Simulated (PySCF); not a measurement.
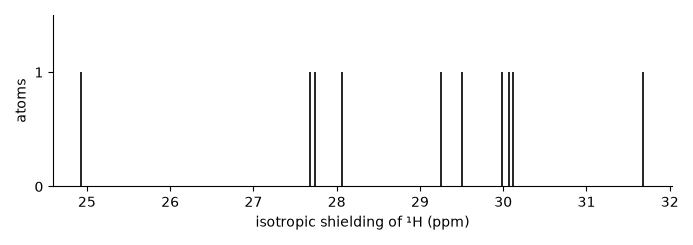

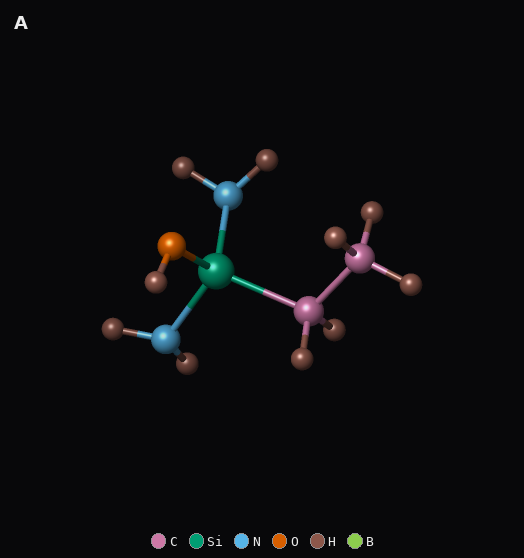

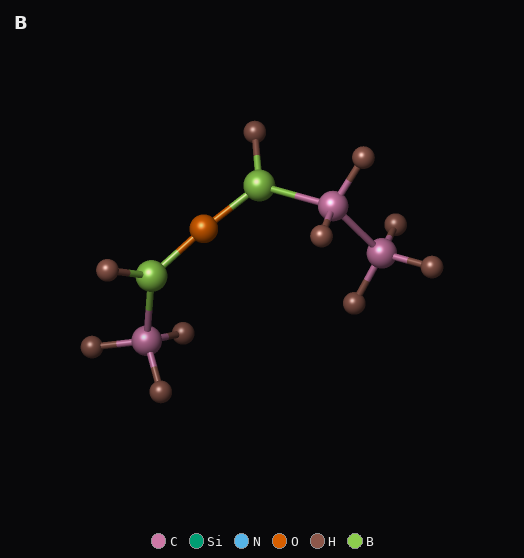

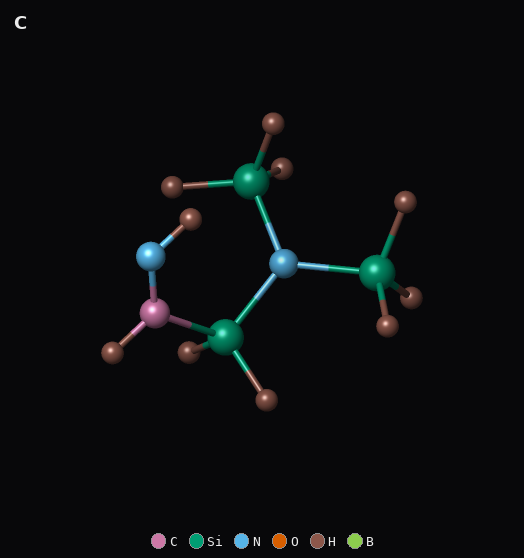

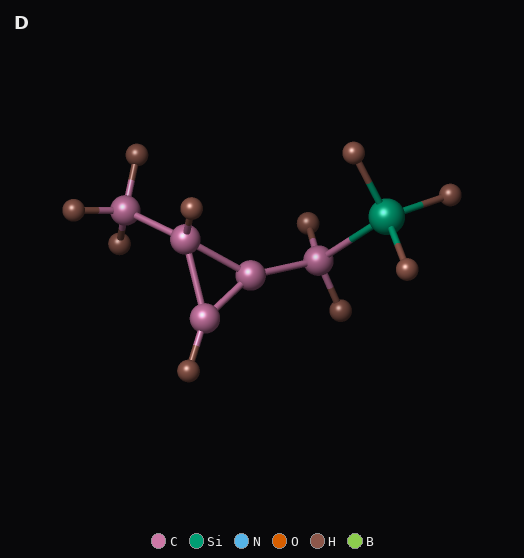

The sticks are computed shieldings of one of the molecules, for one fixed geometry (GFN2-xTB) without averaging over rotations. Low shielding means a high chemical shift. Method: GIAO PBE0/pcSseg-1 NMR shielding, non-relativistic, gas phase (PySCF 2.14.0).

**Which molecule gives this pattern?**

D, `C[C@H]1C=C1C[SiH3]`. Its 10 H atoms give lines at 24.93, 27.68, 27.75, 28.07, 29.26, 29.50, 29.99, 30.07, 30.12, 31.68 ppm.

The geometry is semi-empirical. Around B, Si such bond lengths and angles can be off by a tenth of an ångström or more and by several degrees, and values that hang on the shape move with them.
